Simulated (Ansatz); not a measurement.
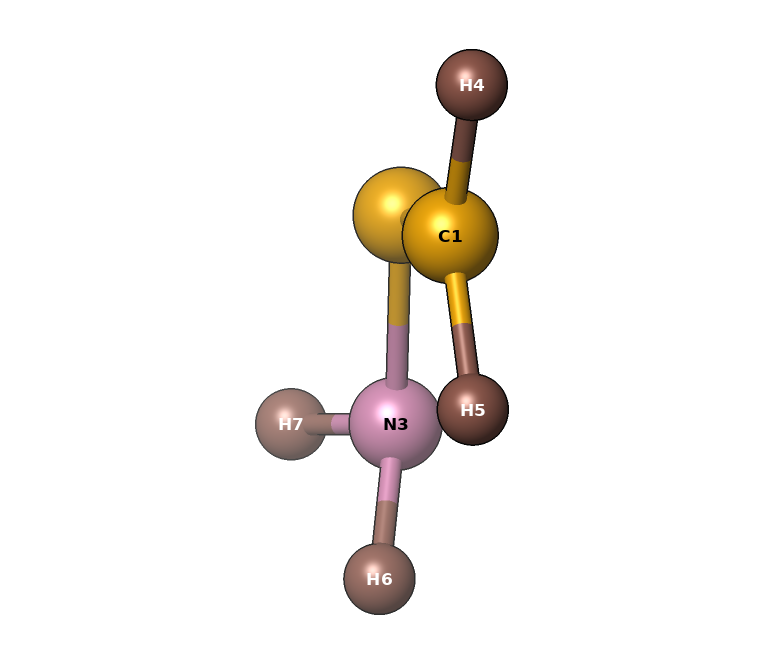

C2 lies behind C1. The molecule seen a little off the C1–C2 bond, C1 in front. Depth is shown by fading: the farther an atom, the more it takes the colour of the background. The species has charge −1 and is a spin singlet. The computed structure is the end point of a PBE-D4/def2-SVPD optimisation. No frequency run is at hand to confirm it as a minimum.

What is the torsion angle H4–C1–C2–N3? The sign is positive where the front bond must turn clockwise to cover the back bond.

Answer. 176°, antiperiplanar (anti).
